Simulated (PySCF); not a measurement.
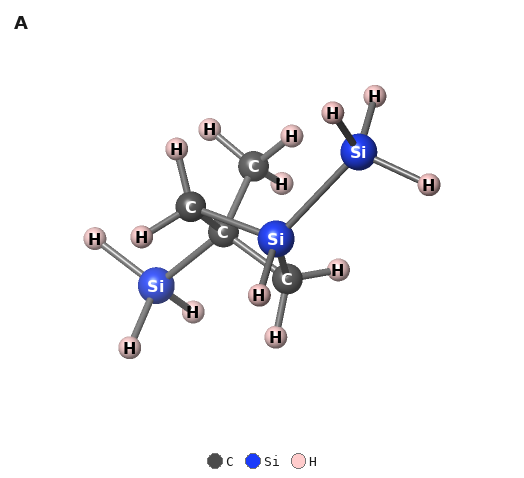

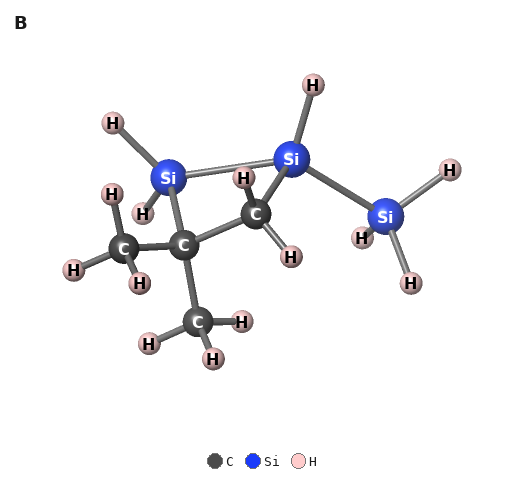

2 stationary structures of one formula. Geometries: GFN2-xTB. Electronic energies: PBE0/pcSseg-1 (PySCF 2.14.0), without zero-point energy. No frequency run is at hand to confirm each as a minimum.

Question: Which is lowest in energy, and by how much?

Answer: B is lowest; A lies 7.2 kcal/mol above it. A is `C[C@]1([SiH3])C[Si@H]([SiH3])C1`, B is `CC1(C)C[Si@@H]([SiH3])[SiH2]1`.

The geometry is semi-empirical. Around Si such bond lengths and angles can be off by a tenth of an ångström or more and by several degrees, and values that hang on the shape move with them.
